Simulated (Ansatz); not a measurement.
# C2H8AlBSi: a ladder of functionals and wavefunction methods

Aim: compute C2H8AlBSi with functionals from several rungs and with coupled cluster, and see how far each lands from CCSD(T) at the basis-set limit for the atomisation energy.

Program: Ansatz 0.2.0, Gaussian basis. Level of theory: functionals in def2-TZVPP, the program's frozen cores in correlated methods. These are calculated values, not measurements.

The runs, in order: PBE-D4, r2SCAN-D4, PBE0-D4, B3LYP-D4, ωB97X-V, ωB97M-V, B2PLYP; CCSD(T)/def2-TZVPP; MP2/def2-QZVPP; extrapolation to the limit.

**1. Structure used throughout**

The geometry comes from an earlier relaxation with PBE0-D4 in a triple-zeta def2 set; it is a stationary point, not always the lowest conformer.

SMILES `C[Si]1([AlH2])BC1`, 13 atoms, charge 0, spin multiplicity 1.

Atoms are counted from 1 here; the program's logs count them from 0.

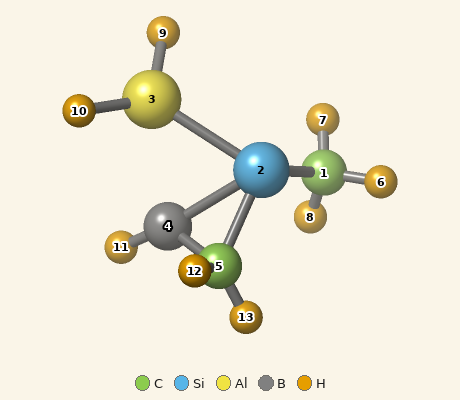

The structure; carbon green, silicon blue, aluminium yellow, boron grey, hydrogen amber; atoms are numbered from 1 in the order of the file.

**2. PBE-D4 (GGA)**

in.yaml reads:

```yaml
crystal:
  periodic: [false, false, false]
  atoms:
    - {symbol: C, position_ang: [-1.783444, 0.665811, 0.433539]}
    - {symbol: Si, position_ang: [0.038754, 1.005026, 0.001708]}
    - {symbol: Al, position_ang: [1.499612, -0.216379, 1.450848]}
    - {symbol: B, position_ang: [0.629128, -0.939008, -0.587299]}
    - {symbol: C, position_ang: [0.418686, 0.138071, -1.649968]}
    - {symbol: H, position_ang: [-2.372878, 1.527540, 0.103136]}
    - {symbol: H, position_ang: [-1.917894, 0.569359, 1.512597]}
    - {symbol: H, position_ang: [-2.195493, -0.219704, -0.055020]}
    - {symbol: H, position_ang: [0.936420, -0.422388, 2.917540]}
    - {symbol: H, position_ang: [3.005815, -0.516573, 1.018137]}
    - {symbol: H, position_ang: [0.714940, -2.128210, -0.631124]}
    - {symbol: H, position_ang: [1.358065, 0.520390, -2.058317]}
    - {symbol: H, position_ang: [-0.311309, -0.018735, -2.441179]}
basis:
  gaussian: {orbitals: def2-TZVPP}
hamiltonian: {xc: pbe, dispersion: d4}
output: {forces: true, orbitals: {seedname: orbitals}}
```

Started as:

```
> ansatz run in.yaml --threads 4 --pin off --events-out ev --progress --plain --max-ram 10444MiB
```

The runs that follow: r2SCAN-D4 (meta-GGA); PBE0-D4 (hybrid); B3LYP-D4 (hybrid); ωB97X-V (range-separated); ωB97M-V (range-separated); B2PLYP (double hybrid); CCSD(T) in def2-TZVPP; MP2 in def2-QZVPP.

Before running them: what should the planned runs give, taken together? Wanted: atomisation energy, CCSD(T)/CBS; farthest; mean size of error, hybrid; mean size of error, range-separated; gap, smallest and largest; T1 diagnostic; triples share of the correlation energy.

As calculated:

| quantity | value |
| --- | --- |
| atomisation energy, CCSD(T)/CBS | 45.561 eV |
| functionals within 0.228 eV (0.5 %) | B3LYP-D4 |
| farthest | PBE-D4 (+0.813 eV) |
| mean size of error, hybrid | 0.242 eV |
| mean size of error, range-separated | 0.281 eV |
| gap, smallest and largest | 2.19 eV (PBE-D4), 8.26 eV (ωB97X-V) |
| T1 diagnostic | 0.0148 |
| triples share of the correlation energy | 4.3 % |

PBE-D4 is off by +0.813 eV. Double hybrids carry the basis error of their MP2 part in triple zeta, and no dispersion term here, so their miss is partly the set-up's. The reference freezes the cores and leaves out relativity and excitations past (T), so misses under about 0.228 eV can't be ranked. Hartree-Fock recovers 75 % of the binding; the rest is correlation. The gap grows from 2.2 to 8.3 eV across the functionals, mostly with the share of exact exchange.
